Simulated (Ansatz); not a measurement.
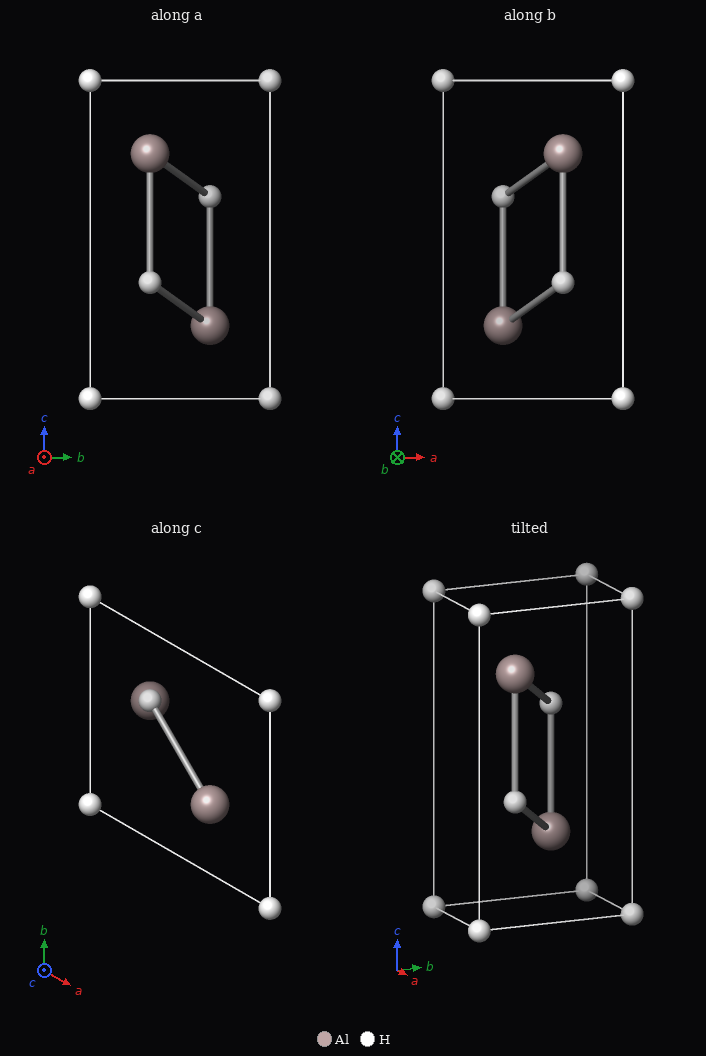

Ball-and-stick representation of a periodic structure, projected along the a axis, along the b axis, along the c axis and slightly off an axis. One conventional unit cell is outlined, and atoms on its boundary appear in each equivalent place.

Lattice parameters: a = 3.2204 Å, b = 3.2204 Å, c = 4.9313 Å, α = 90.000°, β = 90.000°, γ = 120.000°.

### Put the structure into a CIF in P1 with every atom of the cell, with free fractional coordinates to two decimals.

```cif
data_structure
_symmetry_space_group_name_H-M 'P 1'
_symmetry_Int_Tables_number 1
_cell_length_a 3.2204
_cell_length_b 3.2204
_cell_length_c 4.9313
_cell_angle_alpha 90.000
_cell_angle_beta 90.000
_cell_angle_gamma 120.000
_cell_volume 44.29
loop_
_atom_site_label
_atom_site_type_symbol
_atom_site_fract_x
_atom_site_fract_y
_atom_site_fract_z
_atom_site_occupancy
Al1 Al 0.3333 0.6667 0.23 1
Al2 Al 0.6667 0.3333 0.77 1
H1 H 0.00 0.00 0.00 1
H2 H 0.3333 0.6667 0.64 1
H3 H 0.6667 0.3333 0.36 1
```

The cell started as a textbook structure type filled with these elements (whether it is the usual form wasn't checked). A relaxation with Ansatz 0.2.0, DFT PBE, scalar-relativistic, plane waves, PAW gave the geometry drawn.
